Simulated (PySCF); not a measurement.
SMILES C[Si](O)(O)/C=C/[Si](C)(O)O (C4H12O4Si2) at its GFN2-xTB optimised geometry (Å):

```
22

Si    -1.4446    -1.9894     4.1527
C     -3.3480    -2.0038     4.1152
O     -0.8730    -3.5295     4.1873
O     -0.8601    -1.2963     5.5048
C     -0.7420    -0.9870     2.7201
C     -0.9288    -1.2654     1.4316
Si    -0.2037    -0.2777     0.0000
C     -0.8517     1.5126     0.0000
O      1.4394    -0.2777     0.0000
O     -0.6223    -1.0857    -1.3498
H     -3.7522    -1.0178     4.3182
H     -3.7250    -2.3130     3.1451
H     -3.7553    -2.6852     4.8577
H     -1.0259    -4.1070     3.4462
H     -0.7336    -1.8319     6.2834
H     -0.1418    -0.1228     2.9772
H     -1.5402    -2.1217     1.1741
H     -0.7149     1.9856     0.9676
H     -0.3370     2.1217    -0.7386
H     -1.9118     1.5469    -0.2280
H      1.9118     0.0730     0.7483
H     -0.0641    -1.0232    -2.1202
```

Calculation: PBE0/def2-SVP (PySCF). Cells within 0.4 Å of a nucleus heavier than hydrogen are left out (blank, or x).

Map of the electrostatic potential (hartree/e), clipped to [-0.08, 0.12] on the plane z = 0.0 Å:

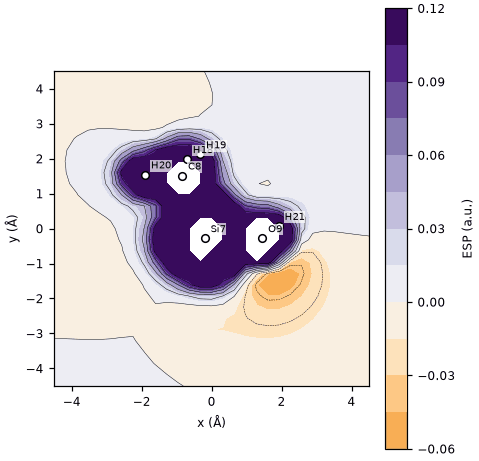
Figure: Electrostatic potential (hartree/e), clipped to [-0.08, 0.12] on the plane z = 0.0 Å.
